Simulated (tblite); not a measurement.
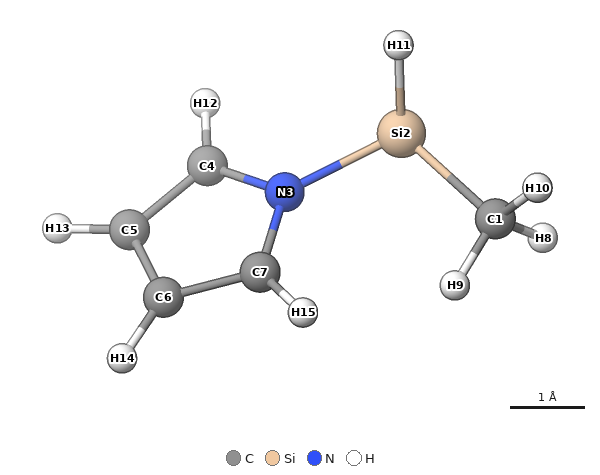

Figure 1. The structure as given in the input (ball-and-stick view, seen at a tilt; atoms are numbered from 1 in the order of the input). Bond lengths as drawn: C–C 1.40 to 1.41 Å, C–H 1.08 to 1.12 Å, C–N 1.35 to 1.38 Å, C–Si 1.86 Å, H–Si 1.47 Å and N–Si 1.79 Å.

Geometry relaxation, with input and output: C5H8NSi

The run: geometry relaxation of C5H8NSi, multiplicity 2. Method and program: GFN2-xTB geometry optimisation, gas phase (tblite 0.8.0).

It belongs to a series of runs on one base structure; here: H removed from Si.

Output:
```
step      E/eV     max force
  0    -527.09005    2.812
  1    -527.26608    0.755
  2    -527.31541    0.552
  3    -527.36447    0.526
  4    -527.38250    0.355
  5    -527.39524    0.291
  6    -527.40309    0.378
  7    -527.41167    0.288
  8    -527.41656    0.196
  9    -527.41976    0.171
 10    -527.42231    0.157
 11    -527.42489    0.136
 12    -527.42719    0.108
 13    -527.42885    0.110
 14    -527.43008    0.111
 15    -527.43120    0.095
 16    -527.43202    0.055
 17    -527.43244    0.046
 18    -527.43270    0.037
 19    -527.43301    0.061
 20    -527.43341    0.075
 21    -527.43384    0.066
 22    -527.43418    0.040
 23    -527.43445    0.037
 24    -527.43471    0.046
 25    -527.43496    0.037
 26    -527.43521    0.038
 27    -527.43547    0.042
 28    -527.43580    0.054
 29    -527.43625    0.073
 30    -527.43669    0.064
 31    -527.43698    0.041
 32    -527.43713    0.023
 33    -527.43721    0.021
 34    -527.43727    0.023
 35    -527.43734    0.028
 36    -527.43742    0.026
 37    -527.43748    0.019
 38    -527.43753    0.018
 39    -527.43758    0.023
 40    -527.43766    0.035
 41    -527.43776    0.039
 42    -527.43788    0.026
 43    -527.43798    0.023
 44    -527.43806    0.022
 45    -527.43813    0.028
 46    -527.43820    0.027
 47    -527.43827    0.020
 48    -527.43834    0.021
 49    -527.43840    0.028
 50    -527.43848    0.032
 51    -527.43857    0.030
 52    -527.43865    0.026
 53    -527.43875    0.027
 54    -527.43888    0.045
 55    -527.43906    0.055
 56    -527.43927    0.043
 57    -527.43947    0.041
 58    -527.43968    0.043
 59    -527.43995    0.055
 60    -527.44031    0.070
 61    -527.44074    0.059
 62    -527.44121    0.057
 63    -527.44179    0.060
 64    -527.44245    0.095
 65    -527.44310    0.190
 66    -527.44311    0.176
 67    -527.44493    0.094
 68    -527.44602    0.062
 69    -527.44734    0.060
 70    -527.44793    0.171
 71    -527.44939    0.070
 72    -527.45001    0.069
 73    -527.45188    0.148
 74    -527.45323    0.114
 75    -527.45486    0.096
 76    -527.45702    0.073
 77    -527.45821    0.094
 78    -527.45944    0.091
 79    -527.46129    0.122
 80    -527.46435    0.152
 81    -527.46613    0.219
 82    -527.47185    0.108
 83    -527.47591    0.121
 84    -527.47863    0.141
 85    -527.48082    0.122
 86    -527.48286    0.108
 87    -527.48437    0.117
 88    -527.48523    0.101
 89    -527.48590    0.109
 90    -527.48622    0.071
 91    -527.48647    0.049
 92    -527.48665    0.033
 93    -527.48678    0.057
 94    -527.48696    0.040
 95    -527.48734    0.048
 96    -527.48772    0.048
 97    -527.48798    0.035
 98    -527.48814    0.037
 99    -527.48830    0.041
100    -527.48852    0.046
101    -527.48884    0.055
102    -527.48923    0.046
103    -527.48963    0.083
104    -527.49008    0.062
105    -527.49057    0.062
106    -527.49108    0.051
107    -527.49129    0.033
108    -527.49139    0.044
109    -527.49145    0.025
110    -527.49149    0.021
111    -527.49156    0.027
112    -527.49162    0.034
113    -527.49175    0.040
114    -527.49191    0.046
115    -527.49215    0.064
116    -527.49251    0.082
117    -527.49314    0.108
118    -527.49412    0.116
119    -527.49531    0.089
120    -527.49629    0.091
121    -527.49799    0.117
122    -527.49940    0.142
123    -527.50101    0.225
124    -527.50196    0.155
125    -527.50307    0.184
126    -527.50447    0.073
127    -527.50559    0.071
128    -527.50640    0.091
129    -527.50715    0.046
130    -527.50769    0.044
131    -527.50830    0.045
132    -527.50878    0.043
133    -527.50914    0.035
134    -527.50935    0.027
135    -527.50949    0.022
136    -527.50957    0.021
137    -527.50962    0.018
138    -527.50966    0.009
```

Trajectory as extended XYZ (Å, eV, eV/Å), 7 of the 139 frames kept, from step=0 to step=138:
```
15
Properties=species:S:1:pos:R:3:forces:R:3 step=0 energy=-527.09005
C     2.5887   -0.2691   -0.5461    0.0000  -0.1340  -1.0780
Si    1.5110    0.6034    0.6895   -0.8890   0.2560   0.9280
N    -0.2155    0.3151    0.3275    0.9910   0.9130   0.6630
C    -1.2735    1.1030    0.7181   -1.3400  -0.3680  -0.1570
C    -2.4591    0.5397    0.2372    0.8860   0.6740   0.4250
C    -2.0744   -0.5964   -0.4866    0.9520  -0.5810  -0.2680
C    -0.6755   -0.7101   -0.4146   -2.7330  -0.4010  -0.5280
H     3.0250    0.5369   -1.1836    0.0390  -1.1500   0.2070
H     1.9047   -0.9074   -1.1596    0.9750   0.4440   0.2260
H     3.3628   -0.9005   -0.0726   -0.3850   0.5170  -0.4900
H     1.8642    0.1571    2.0447   -0.2660   0.0990   0.0520
H    -1.2158    2.0002    1.3385    0.4500  -0.6310  -0.3990
H    -3.4755    0.9187    0.3798    0.7150  -0.2210  -0.0780
H    -2.7445   -1.2730   -1.0102    0.3250   0.2180   0.1900
H    -0.1270   -1.5095   -0.8839    0.2790   0.3640   0.3070
15
Properties=species:S:1:pos:R:3:forces:R:3 step=23 energy=-527.43445
C     2.5847   -0.2399   -0.5848    0.0020   0.0000   0.0050
Si    1.4648    0.6012    0.7010    0.0080  -0.0170  -0.0090
N    -0.2232    0.3015    0.3288   -0.0170  -0.0160  -0.0010
C    -1.2806    1.0749    0.7289    0.0050   0.0200   0.0160
C    -2.4418    0.5513    0.2493    0.0100   0.0090  -0.0020
C    -2.0919   -0.6061   -0.4858   -0.0300   0.0030   0.0010
C    -0.7386   -0.7259   -0.4156   -0.0200  -0.0240  -0.0070
H     3.0868    0.4729   -1.2329   -0.0130  -0.0030   0.0110
H     2.0146   -0.9125   -1.2206    0.0260   0.0080  -0.0010
H     3.3550   -0.8249   -0.0893   -0.0090   0.0220   0.0190
H     1.6711    0.1823    2.0894    0.0120   0.0000  -0.0030
H    -1.1101    1.9407    1.3370    0.0090   0.0340   0.0000
H    -3.4307    0.9425    0.3948    0.0270  -0.0220   0.0010
H    -2.7638   -1.2646   -1.0007   -0.0190  -0.0050   0.0030
H    -0.1008   -1.4852   -0.8213    0.0100  -0.0090  -0.0340
15
Properties=species:S:1:pos:R:3:forces:R:3 step=46 energy=-527.43820
C     2.6172   -0.2328   -0.5729    0.0020  -0.0020  -0.0040
Si    1.4534    0.5874    0.6824   -0.0180  -0.0060   0.0190
N    -0.2322    0.2922    0.2950    0.0050   0.0090   0.0010
C    -1.2754    1.0739    0.7172    0.0020   0.0010   0.0000
C    -2.4493    0.5554    0.2647    0.0090  -0.0120   0.0120
C    -2.1235   -0.6055   -0.4759    0.0130  -0.0100  -0.0040
C    -0.7689   -0.7339   -0.4373    0.0080   0.0110  -0.0030
H     3.1017    0.4862   -1.2263   -0.0050   0.0090  -0.0120
H     2.0910   -0.9433   -1.2043   -0.0050  -0.0150   0.0030
H     3.4001   -0.7695   -0.0452    0.0140  -0.0070  -0.0020
H     1.6518    0.1575    2.0689   -0.0060   0.0060   0.0020
H    -1.0850    1.9438    1.3144    0.0010   0.0070   0.0000
H    -3.4324    0.9480    0.4364   -0.0020  -0.0020  -0.0070
H    -2.8119   -1.2621   -0.9712   -0.0140   0.0020  -0.0040
H    -0.1409   -1.4892   -0.8679   -0.0040   0.0090  -0.0020
15
Properties=species:S:1:pos:R:3:forces:R:3 step=69 energy=-527.44734
C     2.6135   -0.2742   -0.5357    0.0170   0.0470  -0.0030
Si    1.4554    0.5565    0.7143   -0.0400   0.0000  -0.0100
N    -0.2149    0.3652    0.2155   -0.0260  -0.0100   0.0270
C    -1.2625    1.0941    0.7128   -0.0220   0.0070   0.0020
C    -2.4381    0.5454    0.3030   -0.0200  -0.0090  -0.0110
C    -2.1106   -0.5776   -0.4937    0.0080   0.0030   0.0040
C    -0.7529   -0.6518   -0.5294    0.0150  -0.0170   0.0310
H     2.8413    0.3725   -1.3792   -0.0090  -0.0290   0.0030
H     2.1910   -1.1949   -0.9311   -0.0020  -0.0140   0.0290
H     3.5504   -0.5226   -0.0479    0.0380   0.0020  -0.0140
H     1.5464    0.0521    2.0895    0.0220   0.0150  -0.0450
H    -1.0822    1.9620    1.3161    0.0370  -0.0230   0.0310
H    -3.4226    0.8949    0.5427   -0.0330   0.0070  -0.0220
H    -2.7945   -1.2539   -0.9697   -0.0230   0.0540  -0.0130
H    -0.1239   -1.3597   -1.0290    0.0370  -0.0320  -0.0100
15
Properties=species:S:1:pos:R:3:forces:R:3 step=92 energy=-527.48665
C     2.5785   -0.3190   -0.5272   -0.0140  -0.0210  -0.0130
Si    1.4641    0.5734    0.7184   -0.0080   0.0010   0.0100
N    -0.2214    0.2923    0.3290    0.0010   0.0070  -0.0110
C    -1.2757    1.0216    0.8132    0.0020  -0.0090   0.0080
C    -2.4360    0.5640    0.2696   -0.0040  -0.0070  -0.0010
C    -2.0904   -0.5002   -0.5970    0.0050   0.0120  -0.0220
C    -0.7371   -0.6345   -0.5387    0.0080   0.0120  -0.0150
H     2.4284    0.0402   -1.5422   -0.0120  -0.0060   0.0180
H     2.3883   -1.3918   -0.5219    0.0240   0.0200   0.0120
H     3.6231   -0.1666   -0.2741   -0.0040  -0.0160   0.0020
H     1.6631    0.1862    2.1174   -0.0060   0.0100  -0.0160
H    -1.1052    1.8133    1.5158    0.0150   0.0050   0.0030
H    -3.4229    0.9402    0.4542   -0.0140  -0.0070   0.0140
H    -2.7657   -1.0849   -1.1910   -0.0050  -0.0050   0.0120
H    -0.0955   -1.3262   -1.0474    0.0110   0.0040  -0.0010
15
Properties=species:S:1:pos:R:3:forces:R:3 step=115 energy=-527.49215
C     2.5791   -0.3714   -0.4957   -0.0290   0.0400  -0.0150
Si    1.4658    0.5988    0.6905   -0.0060   0.0180  -0.0100
N    -0.2181    0.3113    0.3038    0.0030   0.0040  -0.0110
C    -1.2764    0.9894    0.8504    0.0040  -0.0050  -0.0140
C    -2.4379    0.5451    0.2966    0.0140  -0.0130   0.0120
C    -2.0869   -0.4558   -0.6405    0.0010   0.0030  -0.0060
C    -0.7302   -0.5665   -0.6149   -0.0170  -0.0150   0.0150
H     2.3095   -0.1951   -1.5328   -0.0170  -0.0080  -0.0240
H     2.5138   -1.4406   -0.3063   -0.0010  -0.0270   0.0000
H     3.6148   -0.0746   -0.3750    0.0480  -0.0230   0.0350
H     1.6449    0.2819    2.1078    0.0010   0.0110   0.0130
H    -1.1028    1.7412    1.5954   -0.0110  -0.0100   0.0000
H    -3.4304    0.8839    0.5215    0.0070   0.0040   0.0140
H    -2.7635   -1.0214   -1.2510   -0.0060   0.0010  -0.0130
H    -0.0861   -1.2182   -1.1717    0.0080   0.0190   0.0060
15
Properties=species:S:1:pos:R:3:forces:R:3 step=138 energy=-527.50966
C     2.5688   -0.5055   -0.4053    0.0050  -0.0010   0.0010
Si    1.4752    0.7978    0.4298    0.0020   0.0000  -0.0020
N    -0.2083    0.3809    0.1938    0.0010   0.0060  -0.0040
C    -1.2560    0.8691    0.9291    0.0030  -0.0050   0.0020
C    -2.4277    0.3968    0.4224   -0.0040  -0.0010   0.0040
C    -2.0965   -0.4168   -0.6875    0.0010   0.0050  -0.0020
C    -0.7394   -0.3973   -0.8004    0.0010  -0.0020   0.0010
H     2.4994   -0.4692   -1.4888   -0.0010   0.0010   0.0000
H     2.2889   -1.5084   -0.0859    0.0000   0.0040   0.0020
H     3.6092   -0.3480   -0.1383   -0.0020  -0.0030  -0.0010
H     1.6555    0.9299    1.8754    0.0020  -0.0010   0.0010
H    -1.0738    1.5133    1.7664    0.0000   0.0050   0.0040
H    -3.4135    0.5994    0.7931   -0.0040  -0.0040  -0.0020
H    -2.7848   -0.9483   -1.3154    0.0020   0.0000  -0.0040
H    -0.1015   -0.8856   -1.5103   -0.0070  -0.0060   0.0000
```

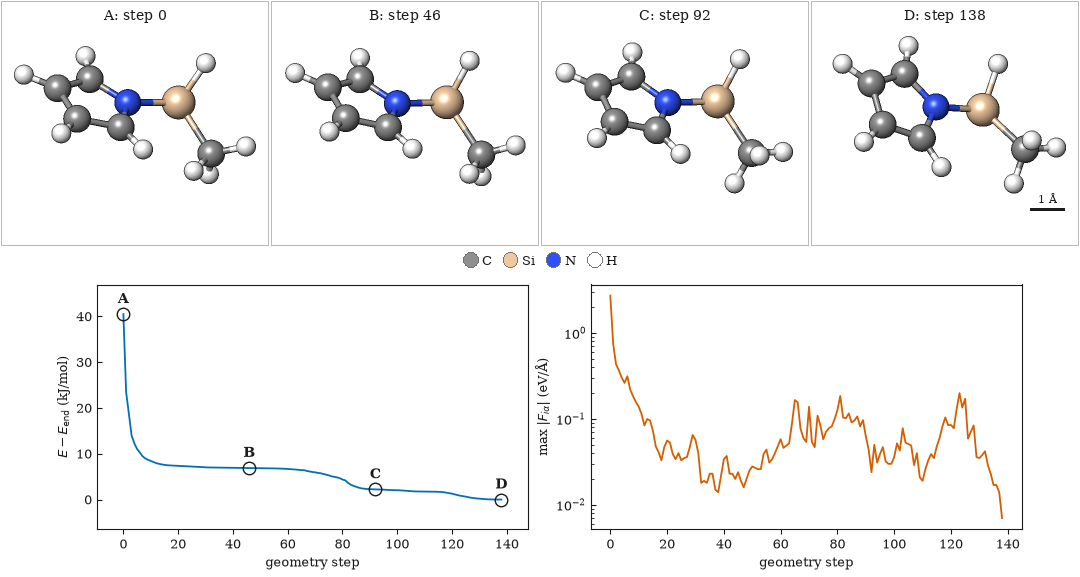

Figure 2. Frames of the relaxation (ball-and-stick view, seen at a tilt) above the curves, on which the letters mark them (steps are counted from 0).

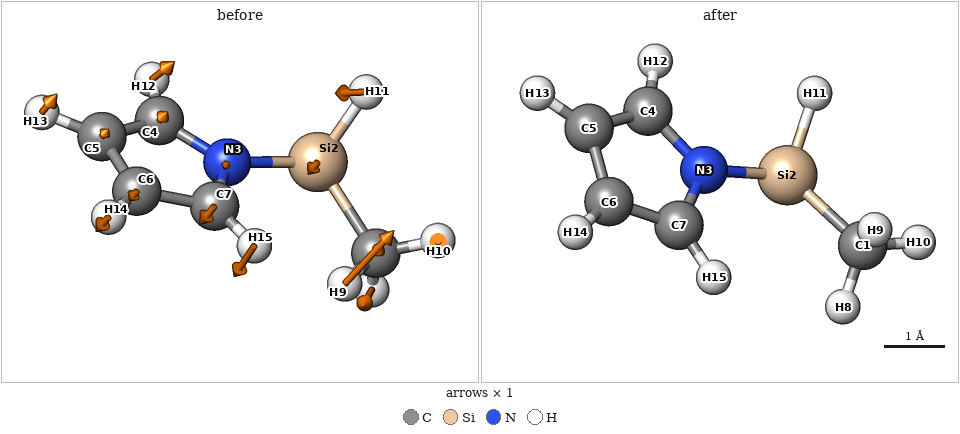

Figure 3. Before (left) and after (right) the relaxation, at one scale (ball-and-stick view, seen at a tilt). The orange arrows give the displacements, at true length. Over 138 geometry steps the energy falls by 40.5 kJ/mol. The largest force component goes from 2.7 to 0.007 eV/Å. H9 moves most after the best rigid fit: 1.32 Å. By element the largest moves are H 1.32 Å, C 0.49 Å, Si 0.33 Å, N 0.16 Å. Among the contacts that change: C6–C7 1.405 → 1.362 Å, C1–Si2 1.857 → 1.895 Å, Si2–N3 1.787 → 1.750 Å, C4–C5 1.398 → 1.361 Å. Among the angles that change: N3–C7–H15 129.1° → 120.6°, C6–C7–H15 123.0° → 129.9°, Si2–C1–H8 105.5° → 112.3°. (Atoms are counted from 1 in the order of the input.)

The run was set up as follows.

Input:
```
{"job": {"kind": "relax", "xc": "GFN2-xTB", "basis": "xTB"}, "charge": 0, "multiplicity": 2}
C      2.588700    -0.269100    -0.546100
Si     1.511000     0.603400     0.689500
N     -0.215500     0.315100     0.327500
C     -1.273500     1.103000     0.718100
C     -2.459100     0.539700     0.237200
C     -2.074400    -0.596400    -0.486600
C     -0.675500    -0.710100    -0.414600
H      3.025000     0.536900    -1.183600
H      1.904700    -0.907400    -1.159600
H      3.362800    -0.900500    -0.072600
H      1.864200     0.157100     2.044700
H     -1.215800     2.000200     1.338500
H     -3.475500     0.918700     0.379800
H     -2.744500    -1.273000    -1.010200
H     -0.127000    -1.509500    -0.883900
```

The first line tells a small driver script what to run in tblite; the rest is the geometry in Å.

Run as:
```bash
OMP_NUM_THREADS=1 python <driver script> task.json out
```

Key numbers:

- outcome: converged
- total energy: −527.5097 eV
- hardware: 1 CPU thread, shared host
- wall time: 0.66 s
- peak memory: 0.18 GiB
